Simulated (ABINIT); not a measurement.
# Te2Mo (P6_3/mmc): G0W0 with ABINIT, start to end, part 2 of 3

Wanted: ground state, empty states, screening and self-energy for Te2Mo (P6_3/mmc).

ABINIT 10.8.3; PBE and many-body steps on it, plane waves. Known limits of the many-body steps: not at the basis limit; no spin-orbit coupling; coarse k mesh.

So far. Step 2 (Ground state): The gap is indirect, with the least direct gap 0.21 eV higher.

### Step 3. Bands along the symmetry lines

Level of this step: DFT, PBE, plane waves, norm-conserving pseudopotentials (ABINIT).

Levels along a band path, at the cheap level, show where the edges lie and whether the meshes to come will hold them.

File run.abi:

```
acell 3*1.0 Angstrom
rprim 
  3.518200000003 -0.000000000001 0.000000000000
  -1.759100000001 3.046850575598 0.000000000000
  0.000000000000 0.000000000000 13.973600000000
ntypat 2
znucl 52 42
natom 6
typat 1 1 1 1 2 2
xred 
  0.333333333333 0.666666666667 0.621000000000
  0.666666666667 0.333333333333 0.121000000000
  0.333333333333 0.666666666667 0.879000000000
  0.666666666667 0.333333333333 0.379000000000
  0.333333333333 0.666666666667 0.250000000000
  0.666666666667 0.333333333333 0.750000000000
pp_dirpath "pseudos"
pseudos "Te.upf, Mo.upf"
ecut 39
iscf -2
irdden 1
kptopt 0
nkpt 30
kpt 
  0.00000000 0.00000000 0.00000000
  0.16666667 0.00000000 0.00000000
  0.33333333 0.00000000 0.00000000
  0.50000000 0.00000000 0.00000000
  0.44444444 0.11111111 0.00000000
  0.38888889 0.22222222 0.00000000
  0.33333333 0.33333333 0.00000000
  0.22222222 0.22222222 0.00000000
  0.11111111 0.11111111 0.00000000
  0.00000000 0.00000000 0.00000000
  0.00000000 0.00000000 0.16666667
  0.00000000 0.00000000 0.33333333
  0.00000000 0.00000000 0.50000000
  0.16666667 0.00000000 0.50000000
  0.33333333 0.00000000 0.50000000
  0.50000000 0.00000000 0.50000000
  0.44444444 0.11111111 0.50000000
  0.38888889 0.22222222 0.50000000
  0.33333333 0.33333333 0.50000000
  0.22222222 0.22222222 0.50000000
  0.11111111 0.11111111 0.50000000
  0.00000000 0.00000000 0.50000000
  0.50000000 0.00000000 0.50000000
  0.50000000 0.00000000 0.33333333
  0.50000000 0.00000000 0.16666667
  0.50000000 0.00000000 0.00000000
  0.33333333 0.33333333 0.50000000
  0.33333333 0.33333333 0.33333333
  0.33333333 0.33333333 0.16666667
  0.33333333 0.33333333 0.00000000
istwfk *1
nband 69
nbdbuf 2
tolwfr 1e-08
nstep 40
prtwf 0
prtvol 0
indata_prefix "in"
outdata_prefix "out"
tmpdata_prefix "tmp"
```

Run with:

```console
> OMP_NUM_THREADS=1 mpirun -n 4 abinit run.abi > log
```

Numbers of over 12 decimals in the logs are rounded to 6 here.

The log of the run:

```text
.Version 10.8.3 of ABINIT. v10.8.2 released Aug 2026.

 Symmetries : space group P6_3/m m c (#194); Bravais hP (primitive hexag.)
[... echo of the input left out ...]
== DATASET  1 ==================================================================
-   mpi_nproc: 4, omp_nthreads: 1 (-1 if OMP is not activated)

--- !DatasetInfo
iteration_state: {dtset: 1, }
dimensions: {natom: 6, nkpt: 30, mband: 69, nsppol: 1, nspinor: 1, nspden: 1, mpw: 11810, }
cutoff_energies: {ecut:  39.0, pawecutdg:  -1.0, }
electrons: {nelect:   1.24000000E+02, charge:   0.00000000E+00, occopt:   1.00000000E+00, tsmear:   1.00000000E-02, }

 Real(R)+Recip(G) space primitive vectors, cartesian coordinates (Bohr,Bohr^-1):
 R(1)=  6.6484345  0.0000000  0.0000000  G(1)=  0.1504113  0.0868400  0.0000000
 R(2)= -3.3242172  5.7577131  0.0000000  G(2)=  0.0000000  0.1736801  0.0000000
 R(3)=  0.0000000  0.0000000 26.4062770  G(3)=  0.0000000  0.0000000  0.0378698
 Unit cell volume ucvol=  1.0108264E+03 bohr^3
 Angles (23,13,12)=  9.00000000E+01  9.00000000E+01  1.20000000E+02 degrees

 getcut: wavevector=  0.0000  0.0000  0.0000  ngfft=  40  40 150
         ecut(hartree)=     39.000   => boxcut(ratio)=   2.02063

--- Pseudopotential description ------------------------------------------------
- Te Generated using ONCVPSP code by D. R. Hamann
- 52.00000  24.00000  220131                  znucl, zion, pspdat
12 -101130 3 -1 1294                          pspcod,pspxc,lmax,lloc,mmax
     nproj     2     2     2     2
  pspatm : epsatm=   28.89495404
         --- l  ekb(1:nproj) -->
             0    9.158100   -0.350391
             1    3.254928   -0.666646
             2   -3.247931   -0.911641
[...]
pspatm: atomic psp has been read  and splines computed

- Mo Generated using ONCVPSP code by D. R. Hamann
- 42.00000  14.00000  171031                  znucl, zion, pspdat
12 -101130 2 -1 1640                          pspcod,pspxc,lmax,lloc,mmax
     nproj     2     2     2     0
  pspatm : epsatm=   15.95693798
         --- l  ekb(1:nproj) -->
[...]
pspatm: atomic psp has been read  and splines computed

--------------------------------------------------------------------------------

================================================================================
 prteigrs : about to open file out_EIG
 Non-SCF case, kpt    1 (  0.00000  0.00000  0.00000), residuals and eigenvalues=
  8.58E-09  9.17E-09  3.94E-09  4.08E-09  2.53E-09  4.09E-09  3.64E-09  7.80E-09
  2.93E-09  4.57E-09  4.26E-09  7.58E-09  3.51E-09  2.87E-09  4.15E-09  4.20E-09
  9.07E-09  8.57E-09  2.39E-09  5.08E-09  4.24E-09  7.33E-09  2.25E-09  5.28E-09
[...]
4.52E-09  9.80E-09  4.54E-09  1.06E-07  4.67E-09
 -5.4938E+00 -5.4938E+00 -5.4938E+00 -5.4938E+00 -3.6576E+00 -3.6576E+00
 -3.6576E+00 -3.6576E+00 -3.6576E+00 -3.6576E+00 -3.6576E+00 -3.6576E+00
[...]
2.4169E-01  2.4169E-01  2.5018E-01  2.5018E-01  2.9753E-01  2.9753E-01
  3.5379E-01  3.6258E-01  4.0075E-01  4.0075E-01  4.0783E-01  4.4495E-01
[...]
--- !ResultsGS
iteration_state: {dtset: 1, }
comment   : Summary of ground state results
lattice_vectors:
- [  6.6484345,  -0.0000000,   0.0000000, ]
- [ -3.3242172,   5.7577131,   0.0000000, ]
- [  0.0000000,   0.0000000,  26.4062770, ]
lattice_lengths: [   6.64843,    6.64843,   26.40628, ]
lattice_angles: [ 90.000,  90.000, 120.000, ] # degrees, (23, 13, 12)
lattice_volume:   1.0108264E+03
convergence: {deltae:  0.000E+00, res2:  0.000E+00, residm:  9.995E-09, diffor:  0.000E+00, }
etotal    :  -1.26255479E+03
entropy   :   0.00000000E+00
fermie    :   3.64950872E-01
cartesian_stress_tensor: null
pressure_GPa: null
xred      :
- [  3.3333E-01,   6.6667E-01,   6.2100E-01, Te]
- [  6.6667E-01,   3.3333E-01,   1.2100E-01, Te]
- [  3.3333E-01,   6.6667E-01,   8.7900E-01, Te]
- [  6.6667E-01,   3.3333E-01,   3.7900E-01, Te]
- [  3.3333E-01,   6.6667E-01,   2.5000E-01, Mo]
- [  6.6667E-01,   3.3333E-01,   7.5000E-01, Mo]
cartesian_forces: null
force_length_stats: {min: null, max: null, mean: null, }

 Integrated electronic density in atomic spheres:
 ------------------------------------------------
 Atom  Sphere_radius  Integrated_density
[...]
================================================================================

 ----iterations are completed or convergence reached----

 Mean square residual over all n,k,spin=   53.322E-10; max=  99.955E-10
 reduced coordinates (array xred) for    6 atoms
[...]
0.333333333333      0.666666666667      0.250000000000
       0.666666666667      0.333333333333      0.750000000000

 cartesian coordinates (angstrom) at end:
    1      3.3e-13     2.031234     8.677606
    2      1.759100     1.015617     1.690806
    3      3.3e-13     2.031234    12.282794
    4      1.759100     1.015617     5.295994
    5      3.3e-13     2.031234     3.493400
    6      1.759100     1.015617    10.480200
 length scales=  1.889726125908  1.889726125908  1.889726125908 bohr
              =  1.000000000000  1.000000000000  1.000000000000 angstroms
 prteigrs : about to open file out_EIG
 Eigenvalues (hartree) for nkpt=  30  k points:
 kpt#   1, nband= 69, wtk=  1.00000, kpt=  0.0000  0.0000  0.0000 (reduced coord)
[...]
kpt#   2, nband= 69, wtk=  1.00000, kpt=  0.1667  0.0000  0.0000 (reduced coord)
[...]
kpt#   3, nband= 69, wtk=  1.00000, kpt=  0.3333  0.0000  0.0000 (reduced coord)
[...]
kpt#  29, nband= 69, wtk=  1.00000, kpt=  0.3333  0.3333  0.1667 (reduced coord)
[...]
0.41014    0.44179    0.45046    0.45046    0.50490
 kpt#  30, nband= 69, wtk=  1.00000, kpt=  0.3333  0.3333  0.0000 (reduced coord)
[...]
0.18575    0.19328    0.19328    0.19466    0.21028    0.22236    0.24169    0.24169
   0.25018    0.25018    0.29753    0.29753    0.35379    0.36258    0.40075    0.40075
   0.40783    0.44495    0.44983    0.44983    0.50816

== END DATASET(S) ==============================================================
================================================================================

 -outvars: echo values of variables after computation  --------
            nband          69
             nkpt          30
          spgroup         194
 [... the other variables as echoed above ...]

 Calculation completed.
```

Wall time 4.1 min (4 MPI ranks of Arm Neoverse V2, shared host); peak memory 0.74 GiB.

Numbers from this step:

- gap: 0.7867 eV
- k of the valence top: 0, 0, 0
- k of the conduction bottom: 0.2222, 0.2222, 0
- least direct gap: 1.039 eV

The gap is 0.787 eV, −0.042 eV from the run before at this level.

Electronic bands along the path, in eV, zero at the top of the highest filled band:

| point | band 59 | band 60 | band 61 | band 62 | band 63 | band 64 | band 65 | band 66 |
| --- | --- | --- | --- | --- | --- | --- | --- | --- |
| Γ | -1.01 | -1.01 | -0.33 | 0.00 | 2.91 | 2.91 | 3.04 | 3.04 |
| M | -1.01 | -0.95 | -0.60 | -0.31 | 1.27 | 1.33 | 1.46 | 1.79 |
| K | -1.83 | -1.83 | -0.30 | -0.06 | 0.97 | 0.97 | 1.17 | 2.18 |
| Γ | -1.01 | -1.01 | -0.33 | 0.00 | 2.91 | 2.91 | 3.04 | 3.04 |
| A | -1.03 | -1.03 | -0.08 | -0.08 | 2.94 | 2.94 | 2.94 | 2.94 |
| L | -0.96 | -0.96 | -0.46 | -0.46 | 1.29 | 1.29 | 1.64 | 1.64 |
| H | -2.00 | -2.00 | -0.21 | -0.21 | 0.98 | 0.98 | 1.63 | 1.63 |
| A | -1.03 | -1.03 | -0.08 | -0.08 | 2.94 | 2.94 | 2.94 | 2.94 |
| jump to L | -0.96 | -0.96 | -0.46 | -0.46 | 1.29 | 1.29 | 1.64 | 1.64 |
| M | -1.01 | -0.95 | -0.60 | -0.31 | 1.27 | 1.33 | 1.46 | 1.79 |
| jump to H | -2.00 | -2.00 | -0.21 | -0.21 | 0.98 | 0.98 | 1.63 | 1.63 |
| K | -1.83 | -1.83 | -0.30 | -0.06 | 0.97 | 0.97 | 1.17 | 2.18 |

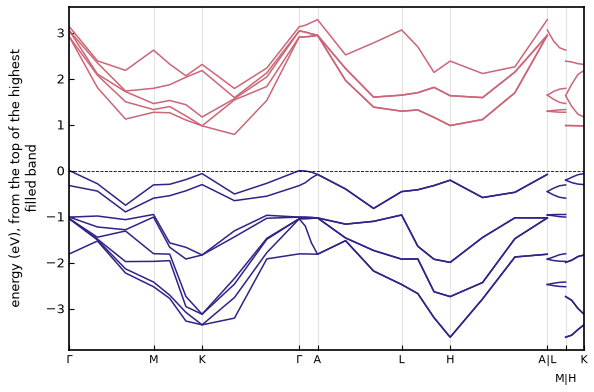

Electronic bands along the path; lines of filled and empty bands in two colours.

### Step 4. Empty states on the mesh, 3×3×1 mesh, 214 bands

The sums over transitions need many empty states on a uniform mesh; this step solves for them.

File run.abi:

```
acell 3*1.0 Angstrom
rprim 
  3.518200000003 -0.000000000001 0.000000000000
  -1.759100000001 3.046850575598 0.000000000000
  0.000000000000 0.000000000000 13.973600000000
ntypat 2
znucl 52 42
natom 6
typat 1 1 1 1 2 2
xred 
  0.333333333333 0.666666666667 0.621000000000
  0.666666666667 0.333333333333 0.121000000000
  0.333333333333 0.666666666667 0.879000000000
  0.666666666667 0.333333333333 0.379000000000
  0.333333333333 0.666666666667 0.250000000000
  0.666666666667 0.333333333333 0.750000000000
pp_dirpath "pseudos"
pseudos "Te.upf, Mo.upf"
ecut 39
ngkpt 3 3 1
nshiftk 1
shiftk 0 0 0
kptopt 1
chksymbreak 0
iscf -2
irdden 1
istwfk *1
nband 214
nbdbuf 18
tolwfr 1e-09
nstep 60
prtvol 0
indata_prefix "in"
outdata_prefix "out"
tmpdata_prefix "tmp"
```

Run with:

```console
> OMP_NUM_THREADS=1 mpirun -n 3 abinit run.abi > log
```

The log of the run:

```text
.Version 10.8.3 of ABINIT. v10.8.2 released Aug 2026.

 Symmetries : space group P6_3/m m c (#194); Bravais hP (primitive hexag.)
[... echo of the input left out ...]
== DATASET  1 ==================================================================
-   mpi_nproc: 3, omp_nthreads: 1 (-1 if OMP is not activated)

--- !DatasetInfo
iteration_state: {dtset: 1, }
dimensions: {natom: 6, nkpt: 3, mband: 214, nsppol: 1, nspinor: 1, nspden: 1, mpw: 11799, }
cutoff_energies: {ecut:  39.0, pawecutdg:  -1.0, }
electrons: {nelect:   1.24000000E+02, charge:   0.00000000E+00, occopt:   1.00000000E+00, tsmear:   1.00000000E-02, }

 Real(R)+Recip(G) space primitive vectors, cartesian coordinates (Bohr,Bohr^-1):
 R(1)=  6.6484345  0.0000000  0.0000000  G(1)=  0.1504113  0.0868400  0.0000000
 R(2)= -3.3242172  5.7577131  0.0000000  G(2)=  0.0000000  0.1736801  0.0000000
 R(3)=  0.0000000  0.0000000 26.4062770  G(3)=  0.0000000  0.0000000  0.0378698
 Unit cell volume ucvol=  1.0108264E+03 bohr^3
 Angles (23,13,12)=  9.00000000E+01  9.00000000E+01  1.20000000E+02 degrees

 getcut: wavevector=  0.0000  0.0000  0.0000  ngfft=  40  40 150
         ecut(hartree)=     39.000   => boxcut(ratio)=   2.02063

--- Pseudopotential description ------------------------------------------------
- Te Generated using ONCVPSP code by D. R. Hamann
- 52.00000  24.00000  220131                  znucl, zion, pspdat
12 -101130 3 -1 1294                          pspcod,pspxc,lmax,lloc,mmax
     nproj     2     2     2     2
  pspatm : epsatm=   28.89495404
         --- l  ekb(1:nproj) -->
             0    9.158100   -0.350391
             1    3.254928   -0.666646
             2   -3.247931   -0.911641
[...]
pspatm: atomic psp has been read  and splines computed

- Mo Generated using ONCVPSP code by D. R. Hamann
- 42.00000  14.00000  171031                  znucl, zion, pspdat
12 -101130 2 -1 1640                          pspcod,pspxc,lmax,lloc,mmax
     nproj     2     2     2     0
  pspatm : epsatm=   15.95693798
         --- l  ekb(1:nproj) -->
[...]
pspatm: atomic psp has been read  and splines computed

--------------------------------------------------------------------------------

================================================================================
 prteigrs : about to open file out_EIG
 Non-SCF case, kpt    1 (  0.00000  0.00000  0.00000), residuals and eigenvalues=
  5.08E-10  5.22E-10  5.59E-10  5.67E-10  4.68E-10  3.45E-10  3.41E-10  1.89E-10
  4.06E-10  5.49E-10  4.59E-10  4.33E-10  4.55E-10  3.53E-10  4.03E-10  3.73E-10
  2.56E-10  3.21E-10  1.16E-10  7.49E-10  1.26E-10  7.19E-10  6.48E-10  8.54E-10
[...]
1.45E-07  2.96E-06  1.17E-05  6.23E-06  2.69E-05  1.21E-04
 -5.4938E+00 -5.4938E+00 -5.4938E+00 -5.4938E+00 -3.6576E+00 -3.6576E+00
 -3.6576E+00 -3.6576E+00 -3.6576E+00 -3.6576E+00 -3.6576E+00 -3.6576E+00
[...]
2.0494E+00  2.0494E+00  2.0497E+00  2.0647E+00  2.0654E+00  2.0654E+00
  2.0832E+00  2.0947E+00  2.1185E+00  2.1216E+00
 prteigrs : prtvol=0 or 1, do not print more k-points.

--- !ResultsGS
iteration_state: {dtset: 1, }
comment   : Summary of ground state results
lattice_vectors:
- [  6.6484345,  -0.0000000,   0.0000000, ]
- [ -3.3242172,   5.7577131,   0.0000000, ]
- [  0.0000000,   0.0000000,  26.4062770, ]
lattice_lengths: [   6.64843,    6.64843,   26.40628, ]
lattice_angles: [ 90.000,  90.000, 120.000, ] # degrees, (23, 13, 12)
lattice_volume:   1.0108264E+03
convergence: {deltae:  0.000E+00, res2:  0.000E+00, residm:  9.970E-10, diffor:  0.000E+00, }
etotal    :  -1.26255479E+03
entropy   :   0.00000000E+00
fermie    :   3.64950872E-01
cartesian_stress_tensor: null
pressure_GPa: null
xred      :
- [  3.3333E-01,   6.6667E-01,   6.2100E-01, Te]
- [  6.6667E-01,   3.3333E-01,   1.2100E-01, Te]
- [  3.3333E-01,   6.6667E-01,   8.7900E-01, Te]
- [  6.6667E-01,   3.3333E-01,   3.7900E-01, Te]
- [  3.3333E-01,   6.6667E-01,   2.5000E-01, Mo]
- [  6.6667E-01,   3.3333E-01,   7.5000E-01, Mo]
cartesian_forces: null
force_length_stats: {min: null, max: null, mean: null, }

 Integrated electronic density in atomic spheres:
 ------------------------------------------------
 Atom  Sphere_radius  Integrated_density
[...]
================================================================================

 ----iterations are completed or convergence reached----

 Mean square residual over all n,k,spin=   50.945E-11; max=  99.697E-11
 reduced coordinates (array xred) for    6 atoms
[...]
0.333333333333      0.666666666667      0.250000000000
       0.666666666667      0.333333333333      0.750000000000

 cartesian coordinates (angstrom) at end:
    1      3.3e-13     2.031234     8.677606
    2      1.759100     1.015617     1.690806
    3      3.3e-13     2.031234    12.282794
    4      1.759100     1.015617     5.295994
    5      3.3e-13     2.031234     3.493400
    6      1.759100     1.015617    10.480200
 length scales=  1.889726125908  1.889726125908  1.889726125908 bohr
              =  1.000000000000  1.000000000000  1.000000000000 angstroms
 prteigrs : about to open file out_EIG
 Eigenvalues (hartree) for nkpt=   3  k points:
 kpt#   1, nband=214, wtk=  0.11111, kpt=  0.0000  0.0000  0.0000 (reduced coord)
[...]
1.98374    1.98374    1.98598    2.00047    2.00047    2.01075    2.01321    2.02352
   2.02352    2.03741    2.04028    2.04028    2.04941    2.04941    2.04975    2.06472
   2.06539    2.06539    2.08322    2.09472    2.11854    2.12160
 prteigrs : prtvol=0 or 1, do not print more k-points.

== END DATASET(S) ==============================================================
================================================================================

 -outvars: echo values of variables after computation  --------
            nband         214
             nkpt           3
          spgroup         194
 [... the other variables as echoed above ...]

 Calculation completed.
```

It took 1.9 min on 3 MPI ranks; peak memory 0.41 GiB.

This step gave:

```
gap                                                           : 0.9742 eV
k of the valence top                                          : 0, 0, 0
k of the conduction bottom                                    : 0.3333, 0.3333, 0
least direct gap                                              : 1.039 eV
k points computed                                             : 3
lowest point of the top converged band, above the valence top : 41.38 eV
```

On this mesh the gap is 0.974 eV. The earlier step found 0.829 eV, so this mesh misses an edge.

### Step 5. Screening, 3×3×1 mesh, 196 bands, screening to 119.7 eV

The RPA dielectric matrix is built and inverted for each q.

This step: RPA screening on PBE, plane waves, norm-conserving pseudopotentials.

Edit run.abi of step 4 so:

```diff
@@ -24,10 +24,11 @@
 chksymbreak 0
-iscf -2
-irdden 1
 istwfk *1
-nband 214
-nbdbuf 18
-tolwfr 1e-09
-nstep 60
-prtvol 0
+occopt 1
+irdwfk 1
+optdriver 3
+nband 196
+ecuteps 4.4
+inclvkb 2
+awtr 1
+symchi 1
 indata_prefix "in"
```

Run with:

```console
> OMP_NUM_THREADS=1 mpirun -n 4 abinit run.abi > log
```

The log of the run:

```text
.Version 10.8.3 of ABINIT. v10.8.2 released Aug 2026.

 Symmetries : space group P6_3/m m c (#194); Bravais hP (primitive hexag.)
[... echo of the input left out ...]
== DATASET  1 ==================================================================
-   mpi_nproc: 4, omp_nthreads: 1 (-1 if OMP is not activated)

--- !DatasetInfo
iteration_state: {dtset: 1, }
dimensions: {natom: 6, nkpt: 3, mband: 196, nsppol: 1, nspinor: 1, nspden: 1, mpw: 11799, }
cutoff_energies: {ecut:  39.0, pawecutdg:  -1.0, }
electrons: {nelect:   1.24000000E+02, charge:   0.00000000E+00, occopt:   1.00000000E+00, tsmear:   1.00000000E-02, }

 SCREENING: Calculation of the susceptibility and dielectric matrices

 Based on a program developped by R.W. Godby, V. Olevano, G. Onida, and L. Reining.
 Incorporated in ABINIT by V. Olevano, G.-M. Rignanese, and M. Torrent.
.Using double precision arithmetic ; gwpc =  8

[... cell and pseudopotentials left out ...]
--------------------------------------------------------------------------------

 ==== K-mesh for the wavefunctions ====
 Number of points in the irreducible wedge :     3
[... list of points left out ...]
 Together with 24 symmetry operations and time-reversal symmetry
 yields     9 points in the full Brillouin Zone.

 ==== Q-mesh for the screening function ====
 Number of points in the irreducible wedge :     3
[... list of points left out ...]
 Together with 24 symmetry operations and time-reversal symmetry
 yields     9 points in the full Brillouin Zone.

 setmesh: FFT mesh size selected  =    24x   24x  100
          total number of points  =        57600

 vcoul_init : cutoff-mode = AUXILIARY_FUNCTION
 q-points for optical limit:   1
     1)      0.000010    0.000020    0.000030

- screening: taking advantage of time-reversal symmetry
- Maximum band index for partially occupied states nbvw = 62
- Remaining bands to be divided among processors   nbcw = 134
- Number of bands treated by each node ~33

 Number of electrons calculated from density =  124.0000; Expected =  124.0000
 average of density, n =  0.122672
 r_s =    1.2485
 omega_plasma =   33.7853 [eV]

 calculating chi0 at frequencies [eV] :
  1    0.000000E+00    0.000000E+00
  2    0.000000E+00    3.378533E+01

--------------------------------------------------------------------------------
  q-point number  1        q = ( 0.000000, 0.000000, 0.000000) [r.l.u.]
--------------------------------------------------------------------------------
[... chi0 elements left out ...]
 For q-point:  0.000010 0.000020 0.000030
  dielectric constant =  20.3694
  dielectric constant without local fields =  23.1098

  Average fulfillment of the sum rule on Im[epsilon] for q-point    1 :     60.63  [%]
[... wings left out ...]
  q-point number  2        q = ( 0.333333, 0.000000, 0.000000) [r.l.u.]
--------------------------------------------------------------------------------
[... chi0 elements left out ...]
  Average fulfillment of the sum rule on Im[epsilon] for q-point    2 :     56.53  [%]

 [... 1 further q-points ...]
```

Wall time 1.9 min (4 MPI ranks); peak memory 2.1 GiB; 7.5 min of CPU time.

Numbers from this step:

| Quantity | Value |
| --- | --- |
| ε∞ with local fields, on this mesh, along the program's q direction | 20.37 |
| the same without local fields | 23.11 |
| plasma frequency | 33.79 eV |
| plane waves in the screening matrix | 439 |

Local fields lower ε∞ by 12 %. On a Γ-centred mesh this coarse the value itself is usually too large, while a short band sum pulls it down.

[end of part 2 of 3]

[Paths, hosts, dates, memory and timing lines, banners, echoed tables and standing remarks are left out of the program output.]

[Logs are printed without paths, hosts, clocks, repeated set-up lines and the standing remarks that a program may print on its own settings, such as how far it seeks lower states.]

[Runs of the session that timed out or met a known fault of the program may be left out.]

[Hosts, paths, dates, database ids (printed as entryN), source tags and the programs' standing remarks are cut or masked in the printed files.]

[G0W0 gaps are taken among the corrected bands and points alone; a level outside them can change the order at an edge.]

[Where Ansatz stands beside ABINIT at settings called matched, ABINIT's density can come from a denser mesh and the files from another edition; pairs whose starting gaps differed by over 0.03 eV were left out, so agreement reads better than it is.]
